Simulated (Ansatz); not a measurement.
Te (trigonal-Te type, space group P3_121), map of one atom of the cell

Relaxed Te (trigonal-Te type, space group P3_121):

```
Te
1.0
    4.62412     0.00000     0.00000
   -2.31206     4.00460     0.00000
    0.00000     0.00000     5.90339
Te
3
Direct
  0.25335   0.00000   0.33333
  0.00000   0.25335   0.66667
  0.74665   0.74665   0.00000
```

In this cell atom 2 (Te, nearest neighbour Te at 2.827 Å; its periodic images, 4.6 Å or more away, move with it) is moved by u·(1.000, 0.000, 0.000) + v·(0.000, 1.000, 0.000); the rest is frozen.

The numbers are results of r2SCAN (plane waves to 500 eV, PAW, scalar-relativistic; Ansatz, a program for electronic structure), not measurements. k mesh 7×7×5 (Γ-centred), Fermi-Dirac smearing 0.05 eV. The energy includes the smearing's −TS. As the smearing reaches across the gap at some points, energies and forces of such displacements shift with the k mesh and the smearing. Spin-orbit coupling is left out, though Te is heavy. Te was relaxed with its symmetry unable to fall. ΔE is measured from the undisplaced structure. Axes are in Å.

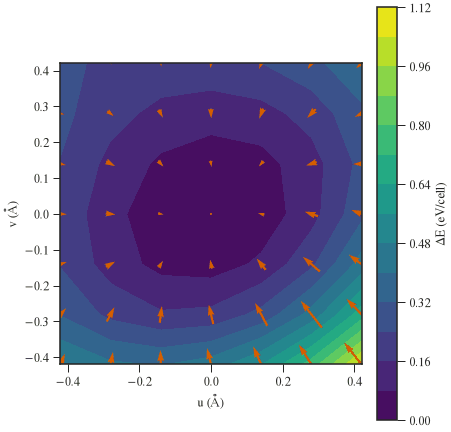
Figure: ΔE (eV/cell) over the plane, with arrows for the in-plane force on the moved atom.

Highest place on the grid: u = 0.420 Å, v = -0.420 Å (1053 meV/cell). Principal force constants in the plane (five-point differences of the forces): 2.6 and 4.2 eV/Å². Centre of the map: a minimum. Lowest place on the grid: u = 0.000 Å, v = 0.000 Å (0 meV/cell). Softest direction at the centre: 30° from u towards v.

(A displaced cell: forces are minus the slopes of the energy, force constants its curvatures, and phonons follow from these.)
